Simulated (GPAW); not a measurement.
# A GW chain in GPAW: YHSe (P-6m2)

Aim: the G0W0 gap of YHSe (P-6m2) on LDA, step by step.

Method: LDA and many-body steps on it, plane waves, in GPAW 26.7.0.

## (1) The starting structure

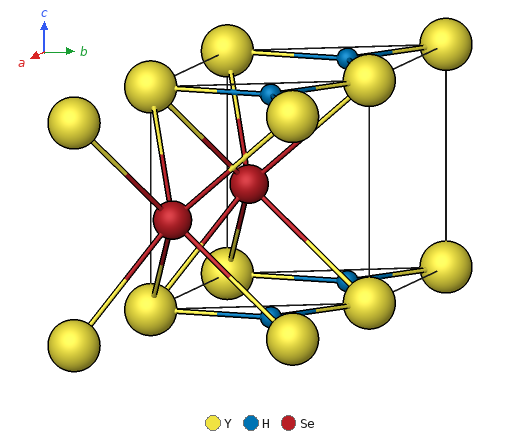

Start, viewed slightly off an axis; yttrium yellow, hydrogen blue, selenium red. 2×1×1 cells are drawn. Some periodic images of atoms are drawn too.

The cell and positions are those that the Materials Project relaxed with its own functionals (PBE, PBE+U or r2SCAN), kept fixed.

## (2) Ground state

This step: GPAW 26.7.0; DFT, LDA, plane waves, PAW.

The ground-state density comes first.

File run.py:

```python
import json
import numpy as np
from gpaw.mpi import world
from ase import Atoms
from gpaw import GPAW, PW, FermiDirac

atoms = Atoms(['Y', 'H', 'Se'],
    cell=[[3.8409313358, 0.0000000000, 0.0000000000],
      [-1.9204656679, 3.3263441110, 0.0000000000],
      [0.0000000000, 0.0000000000, 3.9155495600]],
    scaled_positions=[[0.0000000000, 0.0000000000, 0.0000000000],
      [0.3333333333, 0.6666666667, 0.0000000000],
      [0.6666666667, 0.3333333333, 0.5000000000]],
    pbc=(True, True, True))
calc = GPAW(mode=PW(600),
    xc='LDA',
    kpts={'size': (6, 6, 6), 'gamma': True},
    occupations=FermiDirac(0.001),
    nbands=-7,
    convergence={'density': 1e-6, 'bands': -3},
    maxiter=100,
    txt='gs.txt')
atoms.calc = calc
res = {'energy': atoms.get_potential_energy()}
kpts = calc.get_ibz_k_points()
res['kpts'] = kpts
res['eigenvalues'] = [calc.get_eigenvalues(kpt=k) for k in range(len(kpts))]
res['n_electrons'] = calc.get_number_of_electrons()
calc.write('gs.gpw')

if world.rank == 0:
    with open('result.json', 'w') as f:
        json.dump(res, f, default=lambda x: x.tolist())
```

The run is started by

```console
> mpirun -n 4 gpaw python run.py
```

Numbers of over 12 decimals in the logs are rounded to 6 here.

The log of the run:

```text
__  _  _
 | _ |_)|_||  |
 |__||  | ||/\| - 26.7.0

Input parameters:
  mode=PW(ecut=600.0),
  convergence={'density': 1e-06, 'bands': -3},
  kpts=MonkhorstPack(size=(6, 6, 6), gamma=True),
  maxiter=100,
  nbands=-7,
  occupations=Occupations(name='fermi-dirac', width=0.001, fixmagmom=False),
  xc=XC(name='LDA')
  [... matrices ...]
Diagonalizing LCAO Hamiltonian
Converting LCAO to pw mode

             Se

         H
       Y

Atoms  # Å, Bohr magnetons
|   | symbol |         x |        y |        z |    initial magnetic moments |
| 0 |      Y |  0.000000 | 0.000000 | 0.000000 | ( 0.0000,  0.0000,  0.0000) |
| 1 |      H | -0.000000 | 2.217563 | 0.000000 | ( 0.0000,  0.0000,  0.0000) |
| 2 |     Se |  1.920466 | 1.108781 | 1.957775 | ( 0.0000,  0.0000,  0.0000) |

Unit cell  # Å
| periodic |         x |        y |        z |  lengths |     angles |
|      yes |  3.840931 | 0.000000 | 0.000000 | 3.840931 |  90.000000 |
|      yes | -1.920466 | 3.326344 | 0.000000 | 3.840931 |  90.000000 |
|      yes |  0.000000 | 0.000000 | 3.915550 | 3.915550 | 120.000000 |

Number of symmetries: 12
Symmetry operations  # r_c * U_cc + t_c -> r_c
|    | kind |            matrix            |
|  0 |  σ   |  1, 1, 0,  0,-1, 0,  0, 0, 1 |
|  1 |  C2  |  1, 1, 0,  0,-1, 0,  0, 0,-1 |
|  2 |  E   |  1, 0, 0,  0, 1, 0,  0, 0, 1 |
|  3 |  σ   |  1, 0, 0,  0, 1, 0,  0, 0,-1 |
|  4 |  C3  |  0, 1, 0, -1,-1, 0,  0, 0, 1 |
|  5 |  S3  |  0, 1, 0, -1,-1, 0,  0, 0,-1 |
|  6 |  σ   |  0,-1, 0, -1, 0, 0,  0, 0, 1 |
|  7 |  C2  |  0,-1, 0, -1, 0, 0,  0, 0,-1 |
|  8 |  σ   | -1, 0, 0,  1, 1, 0,  0, 0, 1 |
|  9 |  C2  | -1, 0, 0,  1, 1, 0,  0, 0,-1 |
| 10 |  C3  | -1,-1, 0,  1, 0, 0,  0, 0, 1 |
| 11 |  S3  | -1,-1, 0,  1, 0, 0,  0, 0,-1 |

BZ-sampling:
  Number of BZ points: 216
  Number of IBZ points: 28

  Monkhorst-Pack size: [6, 6, 6]
  Monkhorst-Pack shift: [0.083333, 0.083333, 0.083333]

K-points  # in reciprocal-cell coordinates
|     |                                coordinates |     weight |
|   0 | (  0.00000000,   0.00000000,   0.00000000) | 0.00462963 |
|   1 | (  0.00000000,   0.00000000,   0.16666667) | 0.00925926 |
|   2 | (  0.00000000,   0.00000000,   0.33333333) | 0.00925926 |
|   3 | (  0.00000000,   0.00000000,   0.50000000) | 0.00462963 |
|   4 | (  0.16666667,   0.00000000,   0.00000000) | 0.02777778 |
|   5 | (  0.16666667,   0.00000000,   0.16666667) | 0.05555556 |
|   6 | (  0.16666667,   0.00000000,   0.33333333) | 0.05555556 |
|   7 | (  0.16666667,   0.00000000,   0.50000000) | 0.02777778 |
|   8 | (  0.33333333,  -0.16666667,   0.00000000) | 0.02777778 |
|   9 | (  0.33333333,  -0.16666667,   0.16666667) | 0.05555556 |
| ... |                                            |            |
|  27 | (  0.50000000,   0.50000000,   0.50000000) | 0.01388889 |

Plane wave coefficients: 1696
Cutoff: 600.0 eV

Spin-components: 1 (collinear spins)
Bands:           16
Projectors:      14
Spin-degeneracy: 2
Datatype:        complex128

  Storage: CPU
  Wave functions: 12_020_736 bytes (3_005_184 per core)
  Projectors: 19_533_696 bytes (4_883_424 per core)
  [... matrices ...]
Parallelization:
  kpt:    4
  domain: 1
  band:   1

Density:
  Valence electrons: 18.0
  Components: 1
  Grid points: [24 24 24]
  Charge: 0.0  # |e|

Potential:
  Grid points: [24 24 24]

species:
  Y:
    name:    Yttrium
    Z:       39.0
    valence: 11
    core:    28
    charge:  0.0  # [|e|]
    compensation charges:
      type: gauss
      rc: 0.40  # [Å]
      lmax: 2
    cutoffs:
      filter: 2.39  # [Å]
      core: 1.70  # [Å]
    projectors
    | kind |    occ | energy [eV] | rcut [Å] |
    |   4s |  2.000 |     -47.976 |    1.328 |
    |   5s |  2.000 |      -4.228 |    1.328 |
    |   4p |  6.000 |     -27.951 |    1.318 |
    |   5p |  0.000 |      -1.496 |    1.318 |
    |   4d |  1.000 |      -2.645 |    1.286 |
    |    d |        |      24.567 |    1.286 |

    Using partial waves for Y as LCAO basis

  H:
    name:    Hydrogen
    Z:       1.0
    valence: 1
    core:    0
    charge:  0.0  # [|e|]
    compensation charges:
      type: gauss
      rc: 0.15  # [Å]
      lmax: 2
    cutoffs:
      filter: 0.85  # [Å]
      core: 0.53  # [Å]
    projectors
    | kind |    occ | energy [eV] | rcut [Å] |
    |   1s |  1.000 |      -6.353 |    0.476 |
    |    s |        |      20.858 |    0.476 |
    |    p |        |       0.000 |    0.476 |

    Using partial waves for H as LCAO basis

  Se:
    name:    Selenium
    Z:       34.0
    valence: 6
    core:    28
    charge:  0.0  # [|e|]
    compensation charges:
      type: gauss
      rc: 0.27  # [Å]
      lmax: 2
    cutoffs:
      filter: 1.77  # [Å]
      core: 2.67  # [Å]
    projectors
    | kind |    occ | energy [eV] | rcut [Å] |
    |   4s |  2.000 |     -17.472 |    0.847 |
    |   4p |  4.000 |      -6.656 |    1.005 |
    |    s |        |       9.739 |    0.847 |
    |    p |        |      20.555 |    1.005 |
    |    d |        |       0.000 |    0.847 |

    Using partial waves for Se as LCAO basis

Reference energy: -158017.189022  # eV

eigensolver:
  PPCG
  Converge bands: -3
  niter=2

density mixing:
  MSR1-Mixer
  Pratt-step length: 0.05
  Maximum mixing coefficient: 0.75
  Old densities: 10
  SVD Regularization: 0.005
  Good broyden scale: 1.0
  Trust region scale: 1.0
  Backstep threshold: 4.0
  History deletion threshold: 6.0
  Fourier metric: weight=20.0, sigma=0.015

occupation numbers:
  Fermi-Dirac:
    width: 0.0010  # eV

poisson solver:
  ecut: 4800.0  # eV

xc functional:
  name: None

Initialization done in: 0.932 s

convergence criteria:
- Maximum integral of absolute [dens]ity change: 1e-06 electrons / valence electron
- Maximum [total energy] change in last 3 cyles: 0.0005 eV / valence electron
- Maximum integral of absolute [eigenst]ate change: 4e-08 eV^2 / valence electron
maximum number of iterations: 100

SCF iterations
|iter     |     time |      energy | eigst |  dens |
|iter:   1|  |  -18.088784 | +0.66 |       |
|iter:   2|  |  -17.998079 | -0.94 | -1.12 |
|iter:   3|  |  -17.553097 | -0.80 | -1.16 |
|iter:   4|  |  -17.552180 | -2.99 | -1.79 |
|iter:   5|  |  -17.552441c| -3.78 | -2.19 |
|iter:   6|  |  -17.552434c| -4.61 | -2.85 |
|iter:   7|  |  -17.552435c| -5.65 | -3.38 |
|iter:   8|  |  -17.552435c| -7.00 | -4.28 |
|iter:   9|  |  -17.552435c| -7.76c| -4.90 |
|iter:  10|  |  -17.552435c| -8.33c| -5.65 |
|iter:  11|  |  -17.552435c| -8.68c| -6.30c|

Converged in 11 steps
SCF loop duration: 2.680 s (0.244 s/step)
Energy contributions relative to reference atoms: (reference = -158017.189022)
  [... matrices ...]
Energy contributions:
  Kinetic:          11.042660
  Coulomb:         -12.107496
  Zero:             -0.182839
  External:          0.000000
  Xc:              -16.304761
  Entropy:          -0.000000
  Spinorbit:         0.000000
  ----------------------------
  Free energy:     -17.552435
  Extrapolated:    -17.552435

dipole moment: (-5.645102, -13.313474, -16.556764)  # |e|*Ang

Fermi level: 7.727
Eigenvalues  # (at kpt = [0.000, 0.000, 0.000])
| band index |      eig [eV] | occ [0-2] |
|          0 |       -35.094 |     2.000 |
|          1 |       -15.140 |     2.000 |
|          2 |       -15.039 |     2.000 |
|          3 |       -15.039 |     2.000 |
|          4 |        -6.281 |     2.000 |
|          5 |         3.362 |     2.000 |
|          6 |         5.247 |     2.000 |
|          7 |         5.377 |     2.000 |
|          8 |         5.377 |     2.000 |
|          9 |         8.301 |     0.000 |
|         10 |        10.674 |     0.000 |
|         11 |        10.674 |     0.000 |
|         12 |        10.872 |     0.000 |
|         13 |        10.872 |     0.000 |
|         14 |        13.863 |     0.000 |
|         15 |        15.948 |     0.000 |

Gap: 1.369 eV
Transition (v -> c):
  (s=0, k=3, n=8, [0.00, 0.00, 0.50]) -> (s=0, k=0, n=9, [0.00, 0.00, 0.00])
Direct/indirect transitions are different
Direct gap: 1.745 eV
Transition at: (s=0, k=3, n=8, [0.00, 0.00, 0.50])
# Writing to gs.gpw (mode='')
  [... matrices ...]
```

Elapsed: 5.1 s, on 4 MPI ranks of Arm Neoverse V2, shared host; peak memory 0.68 GiB.

This step gave:

* total energy: -17.55 eV
* gap: 1.369 eV
* k of the valence top: 0, 0, 0.5
* k of the conduction bottom: 0, 0, 0
* least direct gap: 1.745 eV

The gap is indirect, with the least direct gap 0.38 eV higher.

## (3) Empty states on the mesh, 3×3×4 mesh, 123 bands

The sums over transitions need many empty states on a uniform mesh; this step solves for them.

File run.py:

```python
import json
import numpy as np
from gpaw.mpi import world
from gpaw import GPAW

calc = GPAW('gs.gpw').fixed_density(kpts={'size': (3, 3, 4), 'gamma': True},
    parallel={'domain': 1, 'band': 1},
    txt='nscf.txt')
calc.diagonalize_full_hamiltonian(nbands=123)
calc.write('full.gpw', mode='all')
res = {}
kpts = calc.get_ibz_k_points()
res['kpts'] = kpts
res['eigenvalues'] = [calc.get_eigenvalues(kpt=k) for k in range(len(kpts))]
res['n_electrons'] = calc.get_number_of_electrons()

if world.rank == 0:
    with open('result.json', 'w') as f:
        json.dump(res, f, default=lambda x: x.tolist())
```

The run is started by

```console
> mpirun -n 4 gpaw python run.py
```

The log of the run:

```text
Diagonalizing LCAO Hamiltonian
Converting LCAO to pw mode
convergence criteria:
- Maximum integral of absolute [eigenst]ate change: 4e-08 eV^2 / valence electron
maximum number of iterations: 100

SCF iterations
|iter     |     time |      energy | eigst |  dens |
|iter:   1|  |             | +0.39 |       |
|iter:   2|  |             | -1.13 |       |
|iter:   3|  |             | -2.46 |       |
[...]
|iter:   7|  |             | -6.20 |       |
|iter:   8|  |             | -6.96 |       |
|iter:   9|  |             | -7.66c|       |
SCF steps: 9
  __  _  _
 | _ |_)|_||  |
 |__||  | ||/\| - 26.7.0

Input parameters:
  mode=PW(ecut=600.0),
  convergence={'density': 1e-06, 'bands': -3},
  gpts=array([24, 24, 24]),
  kpts=MonkhorstPack(size=(3, 3, 4), gamma=True),
  maxiter=100,
  nbands=16,
  occupations=Occupations(name='fermi-dirac', width=0.001, fixmagmom=False),
  parallel={'domain': 1, 'band': 1},
  xc=XC(name='LDA')
Matrix size: 1677x1677
# Writing to full.gpw (mode='all')
  [... matrices ...]

timing:  # [seconds]
  Total: 11.219  # ━━━━━━━━━━━━━━━━━━━━━━━━━━━━━━━━━━━━━━━━━━━━━━━━━━━━━━━━━━
```

Wall time 14 s (4 MPI ranks); peak memory 1.5 GiB.

Numbers from this step:

```
gap                                                           : 1.369 eV
k of the valence top                                          : 0, 0, 0.5
k of the conduction bottom                                    : 0, 0, 0
least direct gap                                              : 1.745 eV
k points computed                                             : 9
lowest point of the top converged band, above the valence top : 88.4132 eV
```

On this mesh the gap is 1.369 eV.

## (4) Screening and self-energy, 3×3×4 mesh, 113 bands, screening to 100 eV

G0W0 replaces the xc potential by the self-energy, built once from these orbitals. Only a window of levels is corrected, while the sums run over the empty bands that the input names.

This step: G0W0 on LDA, plane waves, PAW.

File run.py:

```python
import json
import numpy as np
from gpaw.mpi import world
from gpaw.response.g0w0 import G0W0

gw = G0W0('full.gpw',
    filename='gw',
    kpts=[0, 2],
    bands=(7, 11),
    ecut=100,
    nbands=113,
    integrate_gamma='WS',
    ppa=True)
gw.calculate()
res = {mode: {k: v for k, v in r.items() if k != 'sigma_eskwn'}
       for mode, r in gw.all_results.items()}

if world.rank == 0:
    with open('result.json', 'w') as f:
        json.dump(res, f, default=lambda x: x.tolist())
```

The run is started by

```console
> mpirun -n 4 gpaw python run.py
```

The log of the run:

```text
Using integrator: PointIntegrator
FrequencyGridDescriptor(from 0.000+0.000j to 0.000+27.211j eV, 2 points)
Nonperiodic BCs:  [False False False]
Using integrator: PointIntegrator
FrequencyGridDescriptor(from 0.000+0.000j to 0.000+27.211j eV, 2 points)
Nonperiodic BCs:  [False False False]
  ___  _ _ _
 |   || | | |
 | | || | | |
 |__ ||_____|
 |___|

BZ k-points: Symmetries present (total): 12

  [... matrices ...]
36 k-points: 3 x 3 x 4 Monkhorst-Pack grid + [0.000000,0.000000,1/8]
9 k-points in the irreducible part of the Brillouin zone
       k-points in crystal coordinates                weights
   0:     0.00000000    0.00000000    0.00000000          1/36
   1:     0.00000000    0.00000000    0.25000000          2/36
   2:     0.00000000    0.00000000    0.50000000          1/36
   3:     0.33333333    0.00000000    0.00000000          6/36
   4:     0.33333333    0.00000000    0.25000000         12/36
   5:     0.33333333    0.00000000    0.50000000          6/36
   6:     0.33333333    0.33333333    0.00000000          2/36
   7:     0.33333333    0.33333333    0.25000000          4/36
   8:     0.33333333    0.33333333    0.50000000          2/36

Distributing spins, k-points and bands (1 x 2 x 4) over 4 processes
Number of blocks: 1

Quasi particle states:
k-points (IBZ indices): [0, 2]
Band range: (7, 11)
  [... matrices ...]
Computational parameters:
Plane wave cut-off: 100 eV
Number of bands: 113
Coulomb cutoff: None
Broadening: 0.1 eV

fxc modes: GW
Kernel: RPA
Using Godby-Needs plasmon-pole approximation:
  Fitting energy: i*E0, E0 = 1.000 Hartree
Summing all q:

Calculating screened Coulomb potential
No Coulomb truncation
FrequencyGridDescriptor(from 0.000+0.000j to 0.000+27.211j eV, 2 points)
Removing empty qpoint cache files...

Calculating chi0 body with:
    Ground state adapter containing:
    Number of spins: 1
    Number of kpoints: 36
    Number of irreducible kpoints: 9
    Number of completely occupied states: 9
    Number of partially occupied states: 9
    Occupied states memory: 1.8984375 M / cpu

    Linear response parametrization:
    q_c: [0.0, 0.0, 0.0]
    Number of frequency points: 2
    Planewave cutoff: 100.0
    Number of bands: 113
    Number of planewaves: 109
    Broadening (eta): 1e-06
    comm.size: 4
    kncomm.size: 4
    blockcomm.size: 1

    Memory estimate of potentially large arrays:
        chi0_wGG: 0.362579 M / cpu
Integrating chi0 body.

Symmetries of q_c:
    Direct symmetries (Uq -> q): 12
    Indirect symmetries (TUq -> q): 12
In total 24 allowed symmetries.

  [... matrices ...]
9 groups of equivalent kpoints. 75.0% reduction.

Integral kind: response function
Integrating chi0 head and wings.

Symmetries of q_c:
    Direct symmetries (Uq -> q): 12
    Indirect symmetries (TUq -> q): 12
In total 24 allowed symmetries.

  [... matrices ...]
9 groups of equivalent kpoints. 75.0% reduction.

Integral kind: response function wings

Calculating chi0 body with:
    Ground state adapter containing:
    Number of spins: 1
    Number of kpoints: 36
    Number of irreducible kpoints: 9
    Number of completely occupied states: 9
    Number of partially occupied states: 9
    Occupied states memory: 1.8984375 M / cpu

    Linear response parametrization:
[... the further q-points ...]

Results:
f:      Occupation numbers
eps:     KS-eigenvalues [eV]
vxc:     KS vxc [eV]
exx:     Exact exchange [eV]
sigma:   Self-energies [eV]
dsigma:  Self-energy derivatives
Z:       Renormalization factors
qp:      QP-energies [eV]

k-point 0 (0): (0.000, 0.000, 0.000)                GW
band       f     eps     vxc     exx   sigma  dsigma       Z      qp
                                                                   GW
   7   1.000   5.377 -14.647 -16.683   1.747  -0.258   0.795   5.147
   8   1.000   5.377 -14.647 -16.683   1.747  -0.258   0.795   5.147
   9   0.000   8.301 -12.616  -7.790  -4.019  -0.234   0.810   8.955
  10   0.000  10.674 -15.340  -9.691  -4.430  -0.255   0.797  11.645

k-point 1 (2): (0.000, 0.000, 0.500)                GW
band       f     eps     vxc     exx   sigma  dsigma       Z      qp
                                                                   GW
   7   1.000   5.793 -15.227 -17.283   1.750  -0.255   0.797   5.550
   8   1.000   6.932 -14.069 -16.057   1.450  -0.254   0.798   6.503
   9   0.000   8.677 -13.782  -8.519  -4.118  -0.241   0.806   9.599
  10   0.000   8.677 -13.782  -8.519  -4.118  -0.241   0.806   9.599
```

Elapsed: 17 s, on 4 MPI ranks; peak memory 1.2 GiB; 67 s of CPU time.

This step gave:

- G0W0 gap on the points computed: 2.452 eV
- least direct G0W0 gap on the computed points: 3.096 eV
- Z at the valence top: 0.7976
- Z at the conduction bottom: 0.8102
- starting gap on the mesh: 1.369 eV
- k of the valence top: 0, 0, 0.5
- k of the conduction bottom: 0, 0, 0

The gap on the mesh goes from 1.37 eV to 2.45 eV, a correction of +1.08 eV.

Limits: finite bands, cutoff and mesh; no spin-orbit coupling; coarse k mesh. v1 is the top filled band, c1 the lowest empty one. The levels before and after the correction (eV, zero at the valence-band top of each column):

```tsv
	conduction bottom	valence top
Kohn-Sham	1.37	0.00
G0W0	2.45	0.00
```

```tsv
	level	energy (eV)
Kohn-Sham	Γ v2-v1	-1.555
Kohn-Sham	Γ c1	1.369
Kohn-Sham	Γ c2	3.742
Kohn-Sham	(0 0 0.5) v2	-1.139
Kohn-Sham	(0 0 0.5) v1	0.000
Kohn-Sham	(0 0 0.5) c1-c2	1.745
G0W0	Γ v2-v1	-1.356
G0W0	Γ c1	2.452
G0W0	Γ c2	5.142
G0W0	(0 0 0.5) v2	-0.953
G0W0	(0 0 0.5) v1	0.000
G0W0	(0 0 0.5) c1-c2	3.096
```

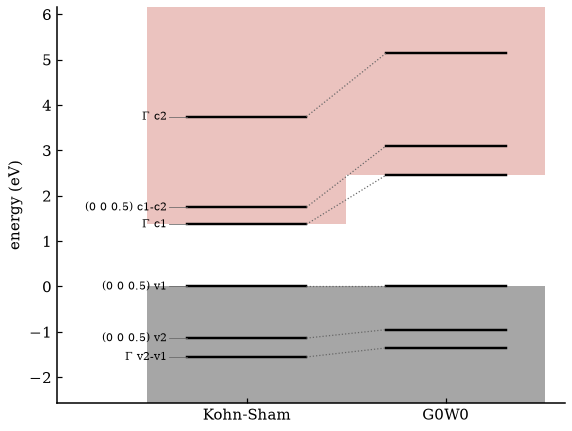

Levels before and after the correction. Shaded: valence and conduction bands.

## (5) Where the time went

Times are wall times on 4 MPI ranks of Arm Neoverse V2, shared host, good to a factor of about two.

```tsv
step	time	share	memory (GiB)
ground state	5.1 s	14 %	0.68
empty states on the mesh	14 s	40 %	1.5
screening and self-energy	17 s	46 %	1.2
```

## (6) Summary of results

```yaml
lda_gap: 1.37 eV, indirect
g0w0_gap_on_the_mesh: 2.45 eV
gw_settings: 3×3×4 mesh, 113 bands, screening to 100 eV, Godby-Needs plasmon pole
known_limits: not at the basis limit; no spin-orbit coupling; coarse k mesh
```

G0W0 moves the gap on the mesh from 1.37 eV to 2.45 eV (+1.08 eV), with Z of 0.80 and 0.81 at the edges. Only 2 of the mesh's irreducible points were corrected, so a valley elsewhere could overtake. Bands and cutoff are finite, so the gap is not at the basis limit. The miss can reach some tenths of an eV and take either sign; the mesh is an error of its own. These stock PAW sets were not made for GW; the filled d or f shell of Se lies in the frozen core, which bears on start and correction. In the G0W0 run levels were corrected at 2 k points alone, so a gap called «on the mesh» is the least over those, and an edge elsewhere would be missed. The 3×3×4 mesh is coarse for this cell, which bears on the long-range parts of exchange and screening. The many-body steps are scalar-relativistic: spin-orbit coupling is not in them.

[Paths, hosts, dates, memory and timing lines, banners, echoed tables and standing remarks are left out of the program output.]

[Logs are printed without paths, hosts, clocks, repeated set-up lines and the standing remarks that a program may print on its own settings, such as how far it seeks lower states.]

[Runs of the session that timed out or met a known fault of the program may be left out.]

[Hosts, paths, dates, database ids (printed as entryN), source tags and the programs' standing remarks are cut or masked in the printed files.]
